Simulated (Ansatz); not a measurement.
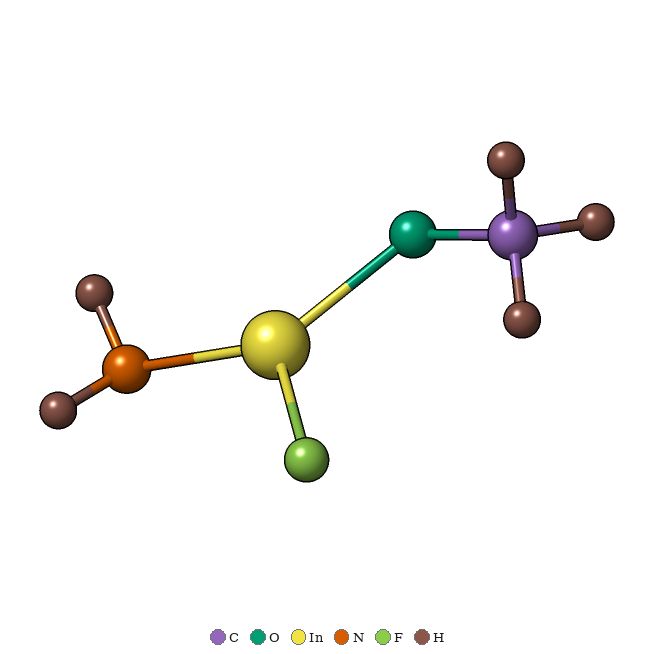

Harmonic vibrations computed with RKS PBE0-D4/def2-TZVP, core potentials on In (Ansatz 0.2.0) at a stationary point of the same level.

How many imaginary frequencies does it have?

A minimum: no imaginary frequency, and the lowest mode lies at 47 cm⁻¹.

How many vibrational modes are there, and where do they lie?

24 modes: 47, 79, 81, 119, 146, 241, 248, 485, 550, 577, 642, 832, 1107, 1172, 1197, 1477, 1491, 1500, 1554, 3003, 3065, 3078, 3555, 3657 cm⁻¹.
